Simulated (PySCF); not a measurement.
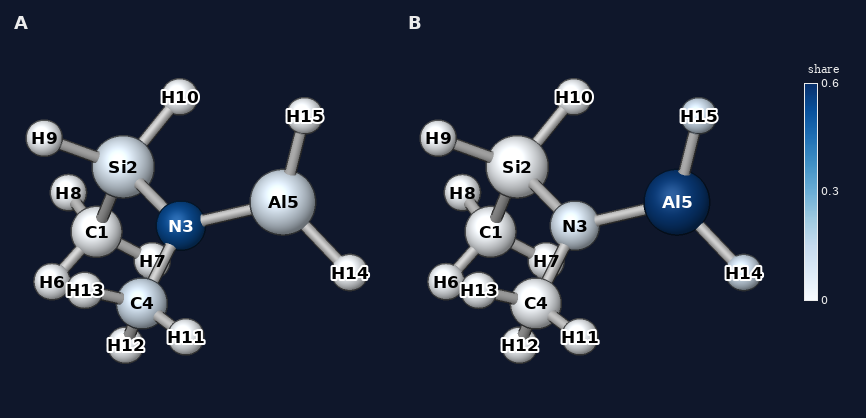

Each panel colours the atoms by their Löwdin share in one orbital (up to four of the largest shares; other atoms are shown as zero). Computed geometry: GFN2-xTB optimisation. No frequency run is at hand to confirm it as a minimum. Level of theory: B3LYP/def2-SVPD (PySCF 2.14.0).

**The panels show the HOMO, LUMO, in some order. Which is which?**

A: HOMO, −6.49 eV; N3 0.54, C4 0.10, Al5 0.08, Si2 0.08
B: LUMO, −1.30 eV; Al5 0.57, H15 0.11, H14 0.11, N3 0.08

The geometry is semi-empirical. Around Al, Si such bond lengths and angles can be off by a tenth of an ångström or more and by several degrees, and values that hang on the shape move with them.
